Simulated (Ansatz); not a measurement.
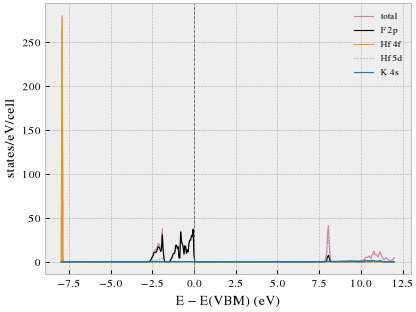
Figure. Total and projected density of states of K₂HfF₆ in space group Fm-3m (No. 225; K on 8c, Hf on 4a, F on 24e), DFT-LDA in the program Ansatz with PAW potentials

Problem. Which orbitals carry the states next to the gap?

Solution. Top 1 eV of the valence band: F 2p 98 %. Bottom 1 eV of the conduction band: Hf 5d 73 %, F 2p 18 %. Projections are on Löwdin-orthogonalised atomic valence shells; empty p or d shells of many metals are not among them.

The workflow started from a Materials Project entry (that database holds measured and hypothetical structures alike); the Crystallography Open Database copy checked does not list it. Whether it is the stable phase at ambient conditions was not checked. The LDA relaxation kept the symmetry of its start. At this level the phase is dynamically unstable (imaginary phonons). No spin polarisation was allowed. Scalar-relativistic: spin–orbit coupling is off unless named, which matters more the heavier the elements.

Potentials: the later of the program's two PAW sets.
